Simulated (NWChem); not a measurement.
# wB97X/DGauss-DZVP run of C3H6 (SMILES C1CC1)

Aim: the electronic atomisation energy of C3H6 at wB97X/DGauss-DZVP, from 3 runs. 

The calculation is run with NWChem 7.3.0.

3 further runs of the same task are left out: 1 that didn't finish, 2 set aside as unsound or not needed.

### 1 Starting point

C3H6: 9 atoms, total charge 0, spin state singlet. SMILES: `C1CC1`. Geometry: relaxed at PBE0-D4/def2-TZVP.

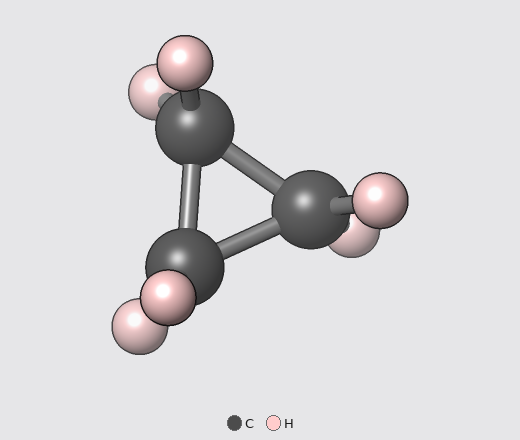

Viewed from a chosen angle; carbon dark grey, hydrogen pink.

### 2 A single-point energy at wB97X/DGauss-DZVP

File c3h6.nw:

```
echo
start c3h6
title "C3H6"
memory total 2200 mb
geometry units angstrom noautosym nocenter noautoz
  C       -0.517900       0.019300      -0.686000
  C        0.732100       0.469600       0.003900
  C       -0.184700      -0.504300       0.676400
  H       -1.333400       0.726200      -0.773800
  H       -0.419800      -0.654400      -1.528000
  H        0.766100       1.482700       0.384900
  H        1.679800       0.102000      -0.369100
  H        0.140000      -1.533900       0.760300
  H       -0.773700      -0.153400       1.514500
end
basis "ao basis" spherical bse
  * library DGauss-DZVP
end
dft
  xc wb97x
  grid fine
  convergence energy 1e-08
  iterations 100
  mulliken
  noprint "final vectors analysis"
end
task dft energy
```

Command:

```bash
nwchem c3h6.nw > c3h6.out
```

The program printed:

```text
[...]
          Wavefunction type:  closed shell.
          No. of atoms     :     9
          No. of electrons :    24
[...]
          Charge           :     0
          Spin multiplicity:     1
[...]
          AO basis - number of functions:    54
[...]
              XC Information
              --------------
                       wb97x  Method XC Functional
                     Hartree-Fock (Exact) Exchange  1.000
                         wb97x Exchange Functional  1.000
                      wb97x Correlation Functional  1.000
[...]
 d= 0,ls=0.0,diis     1   -117.8408254426 -1.94D+02  5.77D-03  1.80D-01     4.4
[...]
 d= 0,ls=0.0,diis     7   -117.8667393888 -1.11D-09  9.01D-07  1.14D-10    24.1
         Total DFT energy =     -117.866739388760
      One electron energy =     -307.346836638354
           Coulomb energy =      131.839503943781
    Exchange-Corr. energy =      -18.433321207868
 Nuclear repulsion energy =       76.073914513681
[...]
      Total Density - Mulliken Population Analysis
     ---------------------------------------------
    Atom       Charge   Shell Charges
 -----------   ------   -------------------------------------------------------
    1 C    6     6.44   2.00  0.73  0.52  2.62  0.52  0.07
    2 C    6     6.44   2.00  0.73  0.52  2.62  0.52  0.07
    3 C    6     6.44   2.00  0.73  0.52  2.62  0.52  0.07
    4 H    1     0.78   0.57  0.21
    5 H    1     0.78   0.57  0.21
    6 H    1     0.78   0.57  0.21
    7 H    1     0.78   0.57  0.21
    8 H    1     0.78   0.57  0.21
    9 H    1     0.78   0.57  0.21
[...]
```

Run time: 25 s. Hardware: 1 thread of Intel Xeon Platinum 8259CL at 2.50GHz (Skylake/Cascade Lake), shared host; peak memory 0.11 GiB.

### 3 The C atom at the same level

File nw.nw:

```
start nw
memory 2200 mb
charge 0
geometry units atomic noautosym nocenter noautoz
   C   0.00000000  0.00000000  0.00000000
end
basis spherical bse
   * library DGauss-DZVP
end
dft
   xc wb97x
   mult 3
   grid fine
   convergence energy 1e-08
   iterations 100
   mulliken
   noprint "final vectors analysis"
end
task dft
```

Run the same way, it converges to -37.83753 Eh (log not shown).

### 4 The H atom at the same level

File test.nw:

```
start test
memory total 2200 mb

geometry units angstrom noautosym nocenter noautoz
   H      0.000000     0.000000     0.000000
end

basis spherical bse
   * library DGauss-DZVP
end

dft
   xc wb97x
   mult 2
   grid fine
   convergence energy 1e-08
   iterations 100
   mulliken
   print low
end

task dft
```

Run the same way, it converges to -0.49956 Eh (log not shown).

### 5 Outcome

Level: wB97X/DGauss-DZVP.

```
                     quantity          value
       molecule: total energy  -117.86674 Eh
      molecule: dipole moment         0.00 D
         C atom: total energy   -37.83753 Eh
                 C atom: ⟨S²⟩          2.005
         H atom: total energy    -0.49956 Eh
                 H atom: ⟨S²⟩          0.750
electronic atomisation energy      36.920 eV
```

In words: Taking the molecule apart into free atoms costs 36.92 eV (3562 kJ/mol), before zero-point energy and without spin-orbit coupling.
